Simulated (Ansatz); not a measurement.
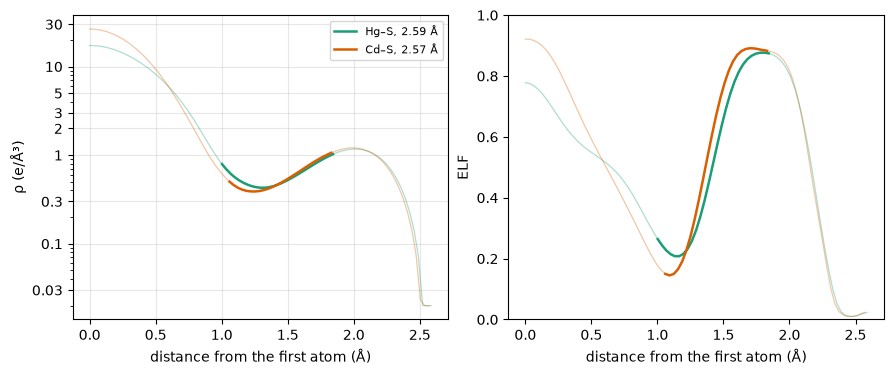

The picture shows: Cd₂HgS₃. Valence pseudo-density and ELF along straight lines between neighbouring atoms. Thin, pale parts lie inside the atomic spheres.

Space group P3m1; a structure generated by program, which may or may not match a known phase.

Theory: DFT PBE, scalar-relativistic, plane waves, PAW (Ansatz 0.2.0).

The density is the valence pseudo-density of a PAW calculation; it isn't the true density close to the nuclei.

Question: Compare the contacts.

Answer: Hg–S (2.59 Å): ρ at the midpoint is about 0.43 e/Å³; the ELF peaks at about 0.90 in the valence shell of S, 0.8 Å from its nucleus, and drops to about 0.20 between the two atoms.
Cd–S (2.57 Å): ρ is about 0.39 e/Å³ halfway; the ELF peaks at about 0.90 in the valence shell of S, 0.9 Å from its nucleus, and is about 0.35 at the midpoint.
